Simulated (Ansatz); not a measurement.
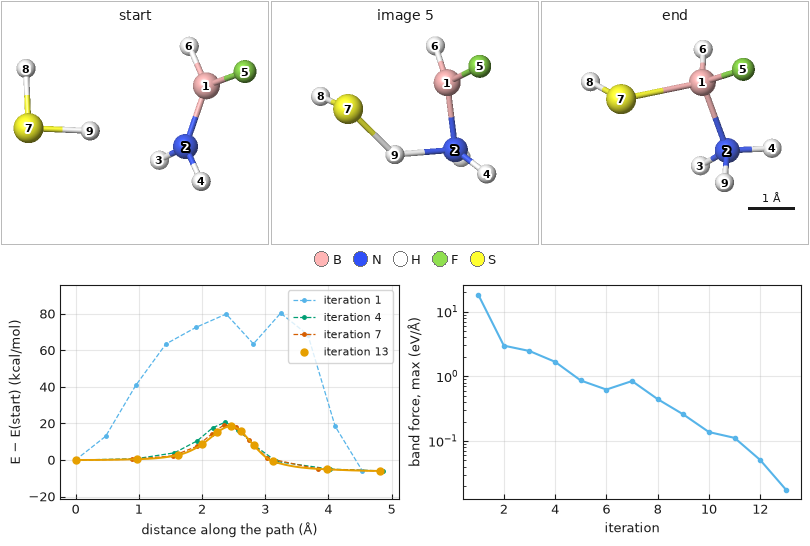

A nudged-elastic-band calculation for BNH$_{5}$SF, made up at the start of BNH3F and H2S. Images are numbered from 0 (start) to 10 (end). The plot follows the band through its iterations. Style: ball-and-stick. Shown at a tilt.

These are results of RKS PBE-D4/6-31G* in Ansatz 0.2.0, not measurements. Set-up: 9 movable images; climbing image; force threshold 0.03 eV/Å; iteration limit 60; starting path through a guess of the saddle point.

How did the profile develop, and is the result final?

The run is converged, with reservations. The band converged in 13 iterations. The largest component of the band force went from 18 to 0.018 eV/Å. The climbing image converged on the top of the path. Its curvatures weren't checked. The first iteration put the highest image at 80.3 kcal/mol. The highest point, image 5, lies 18.4 kcal/mol above the start and 24.4 kcal/mol above the end; the end is at −6.0 kcal/mol relative to the start.

Limits of the set-up: the start holds two separate molecules, 2.3 Å apart at their closest, whose relative position is a soft coordinate.

The run took 3.8 min on 1 thread of Arm Neoverse V2 (shared host), peak memory 0.13 GiB.
